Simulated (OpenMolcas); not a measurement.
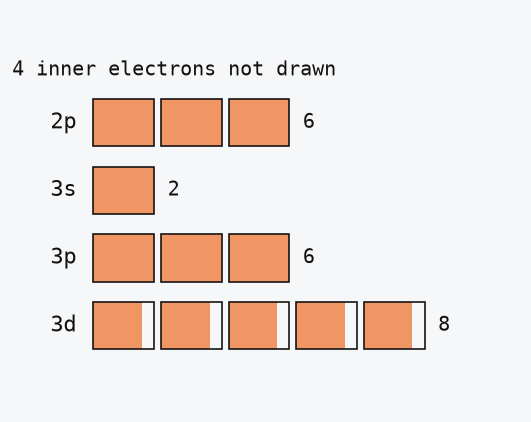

Fig. 1: The outer shells of the leading configuration of the lowest level: a box for each of the 2l + 1 orbitals, shaded by the share of the shell that is filled, with the electron count at the right.

**Multiconfigurational calculation for Ni²⁺ complex**

Ni²⁺ with 6 ligands (F; octahedron, 2.151 Å), embedded in KCdF3 by model potentials and point charges, whose field is part of the energies. Computed at this level: state-averaged SS-CASPT2, IPEA shift 0.25, imaginary shift 0.1 hartree, closed shells 3s 3p of the metal and the valence shells of the ligands correlated, active space 8 electrons in the shell 3d, basis ANO-RCC-VTZP on the metal and ANO-RCC-VDZP on the ligands, DKH2 scalar Hamiltonian, spin-orbit coupling by RASSI with atomic mean-field integrals (OpenMolcas).

Results in brief:

```
                                 quantity                                                                 value
                                  outcome                                                             converged
      energy of the lowest spin-free term                                                   −2120.24868 hartree
    energy of the lowest spin-orbit level                                                   −2120.24941 hartree
                CASPT2 correlation energy                                                       −1.9052 hartree
largest spread among components of a term                                                            128.8 cm⁻¹
                  lowest reference weight                                                                 0.717
                                 hardware  1 thread of Arm Neoverse V1, 24 GiB of memory available, shared host
                                wall time                                                               2.2 min
                              peak memory                                                               0.2 GiB
```

Remarks:

The components of ¹T2, which symmetry makes degenerate, are split by 129 cm⁻¹ in CASPT2, and those of 1 more by over 50 cm⁻¹. This is an artefact; the levels of such states rest on averages and are uncertain by about as much. Caveats: with a single d shell and no ligand orbitals active, the ligand field and the g values of a late 3d ion can be well off; the geometry is set by hand, with no relaxation.

The input:
```
&GATEWAY
Basis set
Ni.ANO-RCC-VTZP.
Ni1 0.0 0.0 0.0 Angstrom
End of basis
Basis set
F.ANO-RCC-VDZP.
L1 2.151000 0.000000 0.000000 Angstrom
L2 0.000000 2.151000 0.000000 Angstrom
L3 0.000000 0.000000 2.151000 Angstrom
End of basis
Basis set
Cd.EMB-AIMP.Lopez-Moraza.11s7p.1s1p.ECP.KCdF3.
PseudoCharge
* 3 symmetry-unique lattice sites within 7.6 angstrom
End of basis
Basis set
K.EMB-AIMP.Lopez-Moraza.0s.0s.ECP.KCdF3.
PseudoCharge
* 16 symmetry-unique lattice sites within 7.6 angstrom
End of basis
Basis set
Cd.EMB-AIMP.Lopez-Moraza.0s.0s.ECP.KCdF3.
PseudoCharge
* 10 symmetry-unique lattice sites within 7.6 angstrom
End of basis
Basis set
F.EMB-AIMP.Lopez-Moraza.0s.0s.ECP.KCdF3.
PseudoCharge
* 27 symmetry-unique lattice sites within 7.6 angstrom
End of basis
Symmetry
XYZ
AngMom=0.0 0.0 0.0
AMFI
RICD
XField
1533 Angstrom 0
* Evjen-weighted lattice charges
&SEWARD
&RASSCF
FileOrb=start.orb
Symmetry=1
Spin=3
nActEl=8 0 0
Inactive=18 21
Ras2=5 0
CIRoot=10 10 1
SDav=10
CIMx=300
Iter=150 100
PrWF=0.3
OrbListing=Nothing
MaxOrb=0
LevShft=1.0
>>> COPY $Project.JobIph JOB001
&RASSCF
FileOrb=start.orb
Symmetry=1
Spin=1
nActEl=8 0 0
Inactive=18 21
Ras2=5 0
CIRoot=15 15 1
SDav=15
CIMx=300
Iter=150 100
PrWF=0.3
OrbListing=Nothing
MaxOrb=0
LevShft=1.0
>>> COPY $Project.JobIph JOB002
&RASSI
NrOfJobIphs=2 10 15
1 2 3 4 5 6 7 8 9 10
1 2 3 4 5 6 7 8 9 10 11 12 13 14 15
IphNames
JOB001
JOB002
EJob
SpinOrbit
DIPRint=1.0
SOCoupling=1000.0
Subsets=2
Property=9
'ANGMOM' 1 'ANGMOM' 2 'ANGMOM' 3 'MLTPL  1' 1 'MLTPL  1' 2 'MLTPL  1' 3
'AMFI' 1 'AMFI' 2 'AMFI' 3
SOProperty=3
'ANGMOM' 1 'ANGMOM' 2 'ANGMOM' 3
>>> COPY JOB001 $Project.JobIph
&CASPT2
Multistate=10 1 2 3 4 5 6 7 8 9 10
NoMult
Frozen=5 6
IPEA=0.25
Imaginary=0.1
MaxIter=60
WThr=0.0 0.3 0.05
PrWF=0.5
NoMix
>>> COPY JOB002 $Project.JobIph
&CASPT2
Multistate=15 1 2 3 4 5 6 7 8 9 10 11 12 13 14 15
NoMult
Frozen=5 6
IPEA=0.25
Imaginary=0.1
MaxIter=60
WThr=0.0 0.3 0.05
PrWF=0.5
NoMix
```

The file start.orb holds starting orbitals from an earlier step. A driver script formed the levels outside the program, from RASSI's spin-orbit matrix and the CASPT2 energies (for multi-state variants, the effective Hamiltonian), averaged over the components of each term or state. The log and the time are those of the CASPT2 step.

Run as:
```bash
OMP_NUM_THREADS=1 MOLCAS_MEM=2457 MOLCAS_PROJECT=a pymolcas a.inp > a.log  # once for each step of the input, in one work folder
```

The program's output (extracts):
```
--- CASPT2 ---
Orbital specifications:
      -----------------------

      Symmetry species                           1   2
                                                ag  au
      Frozen orbitals                            5   6
      Inactive orbitals                         13  15
      Active orbitals                            5   0
      Secondary orbitals                        61  62
      Deleted orbitals                           0   0
      Number of basis functions                 84  83
Type of calculation                        SS-CASPT2
      Fock operator                              state-specific
      IPEA shift                                 0.25
      Real shift                                 0.00
      Imaginary shift                            0.10
      The input orbitals will be transformed to quasi-canonical
Reference energy:       -2118.3434975079
      E2 (Non-variational):      -1.9042214371
      Shift correction:          -0.0009647828
      E2 (Variational):          -1.9051862199
      Total energy:           -2120.2486837278
      Residual norm:              0.0000002744
      Reference weight:           0.72883
      Contributions to the CASPT2 correlation energy
      Active & Virtual Only:         -0.2707766680
      One Inactive Excited:          -0.3152604621
      Two Inactive Excited:          -1.3181843069
Reference energy:       -2118.3231490653
      E2 (Non-variational):      -1.8973864825
      Shift correction:          -0.0009539442
      E2 (Variational):          -1.8983404268
      Total energy:           -2120.2214894921
      Residual norm:              0.0000008770
      Reference weight:           0.73019
      Contributions to the CASPT2 correlation energy
      Active & Virtual Only:         -0.2685634593
      One Inactive Excited:          -0.3144842917
      Two Inactive Excited:          -1.3143387316
::    CASPT2 Root  1     Total energy:  -2120.24868373
::    CASPT2 Root  2     Total energy:  -2120.22148949
::    CASPT2 Root  3     Total energy:  -2120.22174673
::    CASPT2 Root  4     Total energy:  -2120.22172225
::    CASPT2 Root  5     Total energy:  -2120.20559528
::    CASPT2 Root  6     Total energy:  -2120.20544754
::    CASPT2 Root  7     Total energy:  -2120.20558580
::    CASPT2 Root  8     Total energy:  -2120.14954400
::    CASPT2 Root  9     Total energy:  -2120.14961253
::    CASPT2 Root 10     Total energy:  -2120.14958857
--- CASPT2 ---
Orbital specifications:
      -----------------------

      Symmetry species                           1   2
                                                ag  au
      Frozen orbitals                            5   6
      Inactive orbitals                         13  15
      Active orbitals                            5   0
      Secondary orbitals                        61  62
      Deleted orbitals                           0   0
      Number of basis functions                 84  83
Type of calculation                        SS-CASPT2
      Fock operator                              state-specific
      IPEA shift                                 0.25
      Real shift                                 0.00
      Imaginary shift                            0.10
      The input orbitals will be transformed to quasi-canonical
Reference energy:       -2118.2594487217
      E2 (Non-variational):      -1.9247208083
      Shift correction:          -0.0009985242
      E2 (Variational):          -1.9257193325
      Total energy:           -2120.1851680542
      Residual norm:              0.0000007314
      Reference weight:           0.72560
      Contributions to the CASPT2 correlation energy
      Active & Virtual Only:         -0.2787051924
      One Inactive Excited:          -0.3207805132
      Two Inactive Excited:          -1.3252351027
Reference energy:       -2118.2594487215
      E2 (Non-variational):      -1.9247192351
      Shift correction:          -0.0009985252
      E2 (Variational):          -1.9257177602
      Total energy:           -2120.1851664817
      Residual norm:              0.0000007316
      Reference weight:           0.72560
      Contributions to the CASPT2 correlation energy
      Active & Virtual Only:         -0.2787041254
      One Inactive Excited:          -0.3207800078
      Two Inactive Excited:          -1.3252351018
::    CASPT2 Root  1     Total energy:  -2120.18516805
::    CASPT2 Root  2     Total energy:  -2120.18516648
::    CASPT2 Root  3     Total energy:  -2120.16203478
::    CASPT2 Root  4     Total energy:  -2120.16220456
::    CASPT2 Root  5     Total energy:  -2120.16221381
::    CASPT2 Root  6     Total energy:  -2120.14126038
::    CASPT2 Root  7     Total energy:  -2120.12578866
::    CASPT2 Root  8     Total energy:  -2120.12579289
::    CASPT2 Root  9     Total energy:  -2120.12568776
::    CASPT2 Root 10     Total energy:  -2120.11097086
::    CASPT2 Root 11     Total energy:  -2120.11097262
::    CASPT2 Root 12     Total energy:  -2120.10936074
::    CASPT2 Root 13     Total energy:  -2120.10877783
::    CASPT2 Root 14     Total energy:  -2120.10877383
::    CASPT2 Root 15     Total energy:  -2119.99119721
```

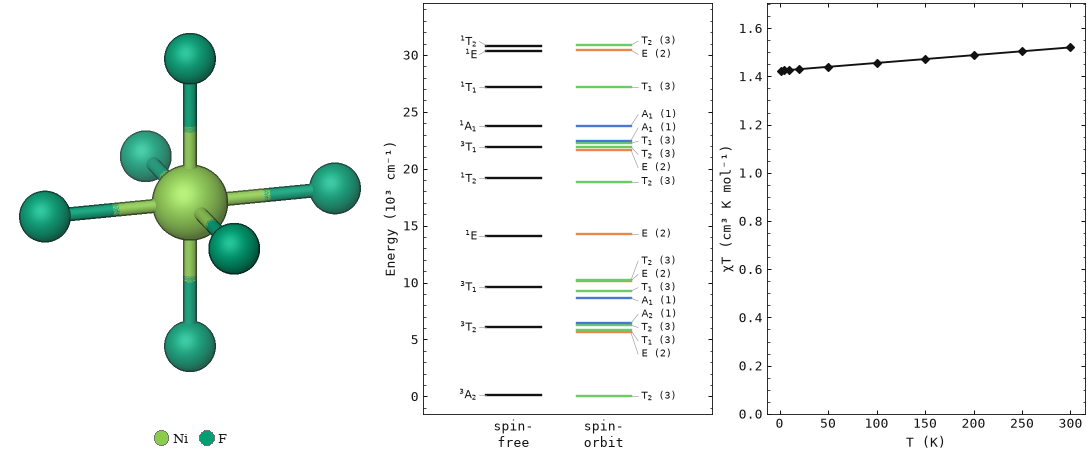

Fig. 2: Ni²⁺ (3d⁸) as a dopant in KCdF₃, a cluster with its 6 nearest F⁻ at 2.151 Å (octahedron) embedded in model potentials and point charges; the geometry was set, not optimised, and its levels and susceptibility. Labels give the representation in O, Td, D4 or D3 as the site allows (double group for half-integer spin) where it could be assigned and, in brackets, the degeneracy; spin-free states, where drawn, share the zero of the spin-orbit levels. Powder susceptibility by Van Vleck's formula. The ground level is T₂, 3-fold degenerate, 100 % from states of spin multiplicity 3. The next level lies at 5,610 cm⁻¹ (E). The lowest spin-free state is ³A₂, from the free-ion F term; of the same spin there follow at 5,930 cm⁻¹ (³T₂), 9,470 cm⁻¹ (³T₁) and 21,800 cm⁻¹ (³T₁) above it. χT is 1.42 cm³ K mol⁻¹ at 2 K and 1.52 at 300 K, an effective moment of 3.49 μB.
